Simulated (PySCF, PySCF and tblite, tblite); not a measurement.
# C₄H₅BClN: a path driven as rotation about a bond, and NMR exchange, part 2 of 2

PySCF and tblite. Atoms count from 0. The steps go on from the part before.

## (7) Shieldings, saddle of leg 1: PBE0/pcSseg-1

The job: settings as JSON, then the geometry in Å.

```
{"job": {"kind": "nmr", "xc": "PBE0", "basis": "pcSseg-1", "pop": false}, "charge": 0, "multiplicity": 1}
C      2.384820     0.841570     0.804520
C      1.747936    -0.063759     0.338072
C      1.018278    -1.138560    -0.211953
C     -0.314406    -1.140703    -0.305342
B     -1.253741     0.011747     0.196246
N     -1.748675     0.990968    -0.647829
Cl    -1.738532     0.068826     1.867776
H      2.936418     1.632319     1.217892
H      1.618626    -1.971830    -0.559629
H     -0.781574    -2.016483    -0.742037
H     -2.354557     1.731308    -0.334115
H     -1.514594     1.054596    -1.623602
```

Log:

```text
coarse grid: 11216 points
cycle   1  E = -694.6674889646  dE =  9.804e-01  |g| = 4.559e-01  |ddm| = 3.345e+00
cycle   2  E = -694.6738896300  dE = -6.401e-03  |g| = 4.540e-01  |ddm| = 8.843e-01
cycle   3  E = -694.7182932828  dE = -4.440e-02  |g| = 8.177e-02  |ddm| = 3.677e-01
cycle   4  E = -694.7197424402  dE = -1.449e-03  |g| = 2.504e-02  |ddm| = 8.313e-02
cycle   5  E = -694.7198773111  dE = -1.349e-04  |g| = 6.157e-03  |ddm| = 2.626e-02
cycle   6  E = -694.7198841783  dE = -6.867e-06  |g| = 3.844e-03  |ddm| = 8.839e-03
cycle   7  E = -694.7198880152  dE = -3.837e-06  |g| = 4.678e-04  |ddm| = 3.242e-03
final grid: 105640 points
cycle   8  E = -694.7567863445  dE = -3.072e-05  |g| = 7.042e-03  |ddm| = 3.714e-02
cycle   9  E = -694.7567823727  dE =  3.972e-06  |g| = 8.195e-03  |ddm| = 1.139e-02
cycle  10  E = -694.7567968506  dE = -1.448e-05  |g| = 1.639e-03  |ddm| = 6.080e-03
cycle  11  E = -694.7567974327  dE = -5.821e-07  |g| = 5.243e-04  |ddm| = 1.498e-03
cycle  12  E = -694.7567974953  dE = -6.263e-08  |g| = 1.722e-04  |ddm| = 4.435e-04
cycle  13  E = -694.7567975024  dE = -7.057e-09  |g| = 2.855e-05  |ddm| = 1.392e-04
cycle  14  E = -694.7567975025  dE = -1.342e-10  |g| = 1.707e-05  |ddm| = 3.897e-05
converged SCF energy = -694.7567975025

GIAO shielding tensors (ppm)
atom      isotropic    diamagn.    paramagn.     s11        s22        s33       span
  0 C       94.997     260.275    -165.278     38.522     48.160    198.310    159.788
  1 C       99.666     258.431    -158.765      0.343      1.589    297.067    296.724
  2 C       60.401     254.185    -193.784    -50.972     70.153    162.022    212.994
  3 C       34.312     259.306    -224.994    -97.392     36.710    163.617    261.009
  4 B       64.130     191.105    -126.975     31.663     55.133    105.593     73.930
  5 N      157.831     316.710    -158.879     71.165    195.447    206.881    135.716
  6 Cl     834.115    1148.207    -314.092    641.179    922.240    938.926    297.747
  7 H       28.895      34.976      -6.081     24.901     25.568     36.216     11.315
  8 H       25.564      28.162      -2.598     22.629     26.119     27.943      5.313
  9 H       25.190      30.206      -5.017     22.488     25.682     27.399      4.910
 10 H       27.620      29.476      -1.856     22.723     25.066     35.071     12.348
 11 H       27.820      31.089      -3.269     22.933     25.039     35.488     12.555
```

Wall time 20 s (1 thread of Intel Xeon Platinum 8259CL at 2.50GHz, shared host); peak memory 0.78 GiB.

Key values: HOMO -7.09 eV, LUMO -1.03 eV; dipole 2.67 D.

## (8) Shieldings, end: PBE0/pcSseg-1

The job: settings as JSON, then the geometry in Å.

```
{"job": {"kind": "nmr", "xc": "PBE0", "basis": "pcSseg-1", "pop": false}, "charge": 0, "multiplicity": 1}
C      2.586006     0.345115     1.678806
C      1.871605    -0.239824     0.908967
C      1.112664    -0.990302    -0.006598
C     -0.146809    -0.717766    -0.382852
B     -1.053054     0.456248     0.084268
N     -2.343350     0.584243    -0.417830
Cl    -0.532289     1.654573     1.232730
H      3.171242     0.889057     2.358480
H      1.636535    -1.850428    -0.412905
H     -0.584959    -1.402501    -1.101947
H     -2.966039     1.326118    -0.145711
H     -2.746507    -0.050785    -1.084825
```

Log:

```text
coarse grid: 11216 points
cycle   1  E = -694.6685366170  dE =  9.906e-01  |g| = 4.572e-01  |ddm| = 3.379e+00
cycle   2  E = -694.6739053567  dE = -5.369e-03  |g| = 4.600e-01  |ddm| = 9.405e-01
cycle   3  E = -694.7193000378  dE = -4.539e-02  |g| = 9.283e-02  |ddm| = 4.069e-01
cycle   4  E = -694.7212375617  dE = -1.938e-03  |g| = 3.160e-02  |ddm| = 1.062e-01
cycle   5  E = -694.7214606078  dE = -2.230e-04  |g| = 1.184e-02  |ddm| = 3.544e-02
cycle   6  E = -694.7214915970  dE = -3.099e-05  |g| = 4.093e-03  |ddm| = 1.091e-02
cycle   7  E = -694.7214949124  dE = -3.315e-06  |g| = 1.659e-03  |ddm| = 3.602e-03
final grid: 105640 points
cycle   8  E = -694.7582699118  dE = -2.998e-05  |g| = 7.453e-03  |ddm| = 3.802e-02
cycle   9  E = -694.7582617442  dE =  8.168e-06  |g| = 9.559e-03  |ddm| = 1.249e-02
cycle  10  E = -694.7582807196  dE = -1.898e-05  |g| = 2.467e-03  |ddm| = 7.085e-03
cycle  11  E = -694.7582822198  dE = -1.500e-06  |g| = 5.933e-04  |ddm| = 2.115e-03
cycle  12  E = -694.7582822991  dE = -7.939e-08  |g| = 1.569e-04  |ddm| = 4.822e-04
cycle  13  E = -694.7582823048  dE = -5.609e-09  |g| = 2.505e-05  |ddm| = 1.309e-04
cycle  14  E = -694.7582823049  dE = -1.069e-10  |g| = 1.247e-05  |ddm| = 3.468e-05
converged SCF energy = -694.7582823049

GIAO shielding tensors (ppm)
atom      isotropic    diamagn.    paramagn.     s11        s22        s33       span
  0 C       82.876     259.998    -177.122     33.924     43.488    171.217    137.293
  1 C      100.401     256.167    -155.765      2.221      2.966    296.017    293.796
  2 C       48.833     251.940    -203.107    -66.190     54.864    157.825    224.015
  3 C       41.411     258.059    -216.648    -88.203     42.447    169.989    258.192
  4 B       67.874     190.826    -122.952     39.459     64.137    100.027     60.567
  5 N      160.313     315.761    -155.448     80.060    189.671    211.209    131.149
  6 Cl     855.485    1149.642    -294.157    677.332    918.795    970.329    292.997
  7 H       28.203      34.643      -6.440     24.590     25.774     34.244      9.654
  8 H       25.046      27.927      -2.881     21.665     25.789     27.686      6.021
  9 H       25.430      31.980      -6.550     22.357     24.619     29.314      6.957
 10 H       27.943      29.192      -1.249     22.410     26.292     35.126     12.716
 11 H       28.009      30.211      -2.201     22.628     25.333     36.068     13.440
```

Run time: 20 s. Hardware: 1 thread of Intel Xeon Platinum 8259CL at 2.50GHz, shared host; peak memory 0.78 GiB.

This run: HOMO -7.11 eV, LUMO -1.58 eV; dipole 2.45 D.

## (9) The path in numbers

The job: settings as JSON, then the geometry in Å.

```
{"job": {"smiles": "C#C/C=C\\B(N)Cl", "charge": 0, "mult": 1, "motion": "rotation", "what": "aryl or vinyl borane", "atoms": [4, 3], "drives": [{"terms": [["t", [5, 4, 3, 2], 0.25], ["t", [5, 4, 3, 9], 0.25], ["t", [6, 4, 3, 2], 0.25], ["t", [6, 4, 3, 9], 0.25]], "by": 180, "n": 12}], "study": "path", "level": {"kind": "nmr", "xc": "PBE0", "basis": "pcSseg-1"}, "fields": [80, 100, 300], "first": 3, "seed": 337, "kind": "path"}, "charge": 0, "multiplicity": 1}
C      2.246104     1.107941     0.178203
C      1.609433     0.087045     0.166366
C      0.937107    -1.149886     0.147897
C     -0.393164    -1.317479     0.196552
B     -1.483855    -0.207639     0.283054
N     -1.210213     1.149229     0.320866
Cl    -3.160124    -0.694430     0.335922
H      2.789269     2.005870     0.189248
H      1.602551    -2.005295     0.088333
H     -0.741551    -2.343647     0.172978
H     -1.923255     1.856877     0.376537
H     -0.271104     1.510728     0.294137
```

Log:

```text
stationary points (kcal/mol above the start)
  n  kind          group   xTB      DFT    lowest mode
  0  minimum      Cs       0.00     0.00      27.8
  1  saddle       C1       2.94     4.22     -36.9
  2  minimum      Cs       1.04     3.15      26.6

GFN2-xTB energies: T/K, barrier G, reaction G (kcal/mol), k forward, k back (1/s)
 150.00     2.86     1.00   4.27e+08   1.21e+10
 200.00     2.96     0.99   4.83e+09   5.86e+10
 250.00     3.08     0.99    2.1e+10   1.54e+11
 298.15     3.21     0.99   5.47e+10    2.9e+11
 350.00     3.37     0.99   1.15e+11   4.75e+11
 400.00     3.53     0.99   1.98e+11   6.83e+11
 500.00     3.87     0.99   4.25e+11   1.15e+12

PBE0/pcSseg-1 + D3(BJ) energies: T/K, barrier G, reaction G (kcal/mol), k forward, k back (1/s)
 150.00     4.14     3.10   5.78e+06    1.9e+11
 200.00     4.25     3.10   1.91e+08   4.63e+11
 250.00     4.37     3.09   1.59e+09   8.03e+11
 298.15     4.50     3.09   6.28e+09   1.16e+12
 350.00     4.65     3.09   1.82e+10   1.55e+12
 400.00     4.81     3.09   3.93e+10   1.92e+12
 500.00     5.15     3.09   1.17e+11   2.62e+12
```

Wall time 82 s (1 thread of Intel Xeon Platinum 8259CL at 2.50GHz, shared host); peak memory 0.78 GiB. This counts the whole study up to here.

Barriers by level (kcal/mol; entropies in cal/(mol K)). Zero-point and thermal terms come from xTB in every row. ΔG‡ leaves symmetry out; the rate counts equivalent paths (a factor of 2); effective ΔG‡, where given, is the barrier that would give that rate by Eyring's equation alone:

```
                 level   ΔE‡  with zero-point   ΔH‡   ΔS‡  ΔG‡ (298 K)  ΔE of reaction  k at 298 K (1/s)  effective ΔG‡
              GFN2-xTB  2.94             2.70  2.25  -3.2         3.21            1.05           5.5e+10           2.80
PBE0/pcSseg-1 + D3(BJ)  4.22             3.99  3.53  -3.2         4.50            3.15           6.3e+09           4.09
```

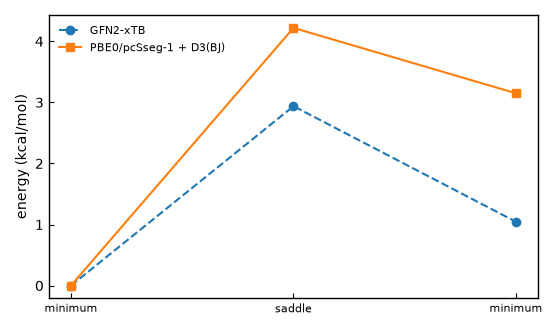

The xTB stationary points, at both levels.

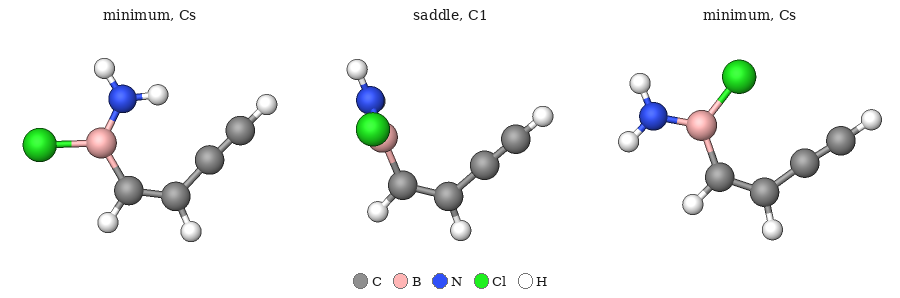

The stationary points in order.

Sites that the driver pairs across this motion, and where their lines would merge (no couplings; faster rotations or exchange between molecules can average them sooner):

```
nucleus        sites: shielding (ppm)  proton frequency (MHz)  spread (Hz)  coalescence (K)  lines at 298 K
     ¹H  H11: 25.80; H11 (end): 28.01                     300          664        not given               –
    ¹³C      C2: 56.2; C2 (end): 48.8                     300          559        not given               –
    ¹³C      C0: 89.9; C0 (end): 82.9                     300          529        not given               –
    ¹³C      C3: 35.3; C3 (end): 41.4                     300          461        not given               –
    ¹³C     C1: 98.1; C1 (end): 100.4                     300          172        not given               –
     ¹H    H9: 25.08; H9 (end): 25.43                     300          104        not given               –
     ¹H  H10: 27.60; H10 (end): 27.94                     300          104        not given               –
     ¹H    H7: 28.41; H7 (end): 28.20                     300           64        not given               –
```

A dash: the driver gave no coalescence for this row (it judged the minor form too scarce).

Rows that set an atom against itself at the end compare its shielding in the two forms.

## (10) Nudged elastic band, band settings drawn wide

The job: settings as JSON, then the geometry in Å.

```
{"job": {"images": 9, "spring": 1.0, "start": "scan", "climb": true, "fmax": 0.03, "method": "GFN1-xTB", "steps": 200, "xc": "GFN1-xTB", "basis": "xTB", "kind": "neb"}, "charge": 0, "multiplicity": 1}
C      2.246104     1.107941     0.178203
C      1.609433     0.087045     0.166366
C      0.937107    -1.149886     0.147897
C     -0.393164    -1.317479     0.196552
B     -1.483855    -0.207639     0.283054
N     -1.210213     1.149229     0.320866
Cl    -3.160124    -0.694430     0.335922
H      2.789269     2.005870     0.189248
H      1.602551    -2.005295     0.088333
H     -0.741551    -2.343647     0.172978
H     -1.923255     1.856877     0.376537
H     -0.271104     1.510728     0.294137
```

Log:

```text
image   E - E0 / eV
  0       0.0000
  1      -0.0067
  2       0.0362
  3       0.0943
  4       0.1208
  5       0.1074
  6       0.0673
  7       0.0355
  8       0.0457
```

Run time: 6.7 s. Hardware: 1 thread of Intel Xeon Platinum 8259CL at 2.50GHz, shared host; peak memory 0.51 GiB.

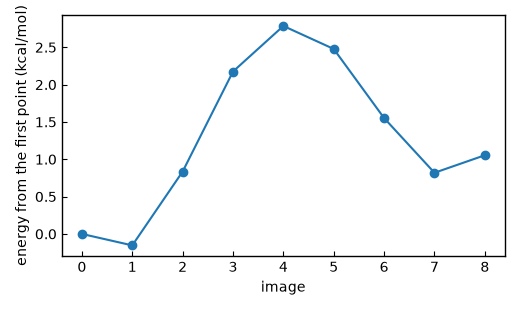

Energy along the band.

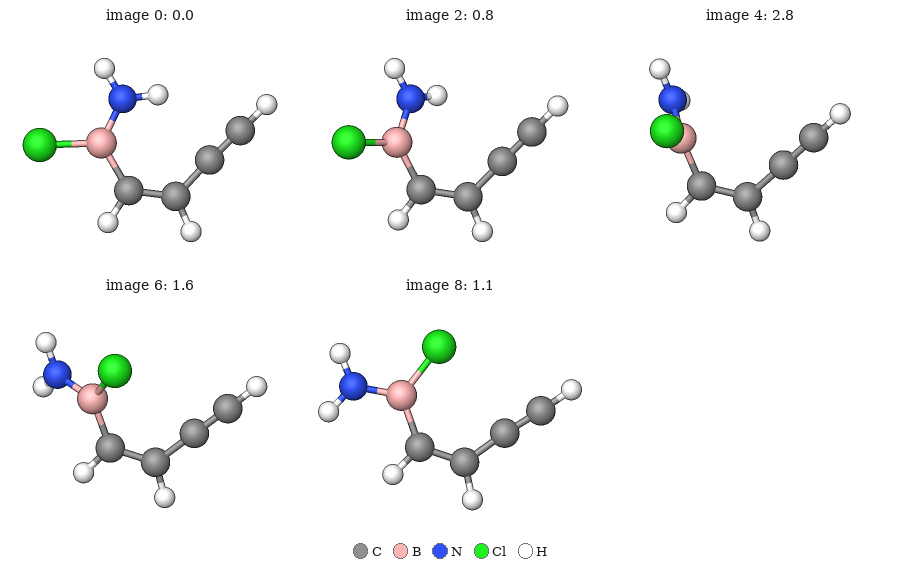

Images along the band, with energies in kcal/mol.

## (11) What came out

The summary covers parts 1 to 2.

```
                        quantity                             value
barrier (PBE0/pcSseg-1 + D3(BJ))  ΔE‡ 4.2, ΔG‡(298 K) 4.5 kcal/mol
              barrier (GFN2-xTB)                  ΔE‡ 2.9 kcal/mol
                   rate at 298 K                       6.3e+09 s⁻¹
                 end of the path       3.1 kcal/mol from the start
```

What this shows: The barrier is 4.2 kcal/mol at the DFT level (xTB: 2.9); with thermal terms and the count of paths the DFT value gives a rate of 6.3e+09 s⁻¹ at 298 K. An error of 1.4 kcal/mol changes that rate tenfold.
